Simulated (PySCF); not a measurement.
SMILES C=CC=C (C₄H₆) at its CAM-B3LYP/def2-SVP optimised geometry (Å):

```
10

C     -1.4820     1.1039     0.0000
C     -0.7305     0.0000     0.0000
C      0.7305     0.0000     0.0000
C      1.4820    -1.1039    -0.0001
H     -1.0282     2.0994    -0.0001
H     -2.5729     1.0542     0.0000
H     -1.2155    -0.9829     0.0001
H      1.2155     0.9829     0.0000
H      2.5729    -1.0541    -0.0001
H      1.0283    -2.0994    -0.0001
```

Calculation: CAM-B3LYP/def2-TZVP in PySCF 2.14.0.

Map of the HOMO−1 amplitude (bohr^(-3/2)) on the plane z = 0.8 Å; orbital energy -10.80 eV, overall sign arbitrary:

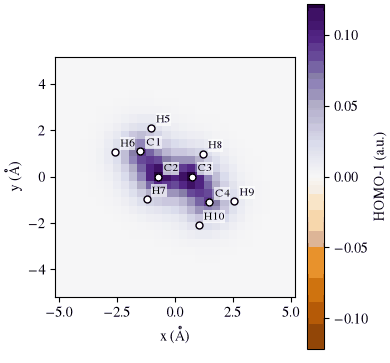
Figure. HOMO−1 amplitude (bohr^(-3/2)) on the plane z = 0.8 Å.
